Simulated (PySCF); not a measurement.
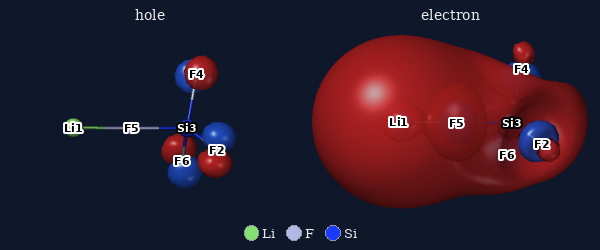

Figure 1: F$_{4}$LiSi, charge +1, SMILES `[Li+].F[Si](F)(F)F`. Leading natural transition orbital pair of S₁ (TDA singlet states); the surfaces enclose about 70 % of each orbital's density.

PySCF calculation, PBE0/def2-SVP, gas phase; geometry: GFN2-xTB. The pair's geometry is semi-empirical, so its contact may be too short or too long. GFN2-xTB bond lengths at metals and heavier atoms can be off by up to 0.1 Å and shapes distorted, which carries into these values. Without diffuse functions Rydberg states are missing, so the states' numbers hold for this basis only.

> Give its energy and the atoms that hole and electron lie on.

10.44 eV (119 nm), f = 0.000 (dark), partly diffuse acceptor orbital, which a basis without diffuse functions describes poorly; the leading pair carries 100 %; hole on F2 and F6 (32 % each), F4 (30 %) and Si3 (6 %), electron on Li1 (60 %), Si3 (20 %) and F5 (7 %) (atom shares of so diffuse an orbital are rough); their centroids lie 2.7 Å apart. In canonical orbitals it is mainly HOMO → LUMO (85 %). The HOMO–LUMO gap is 11.42 eV.
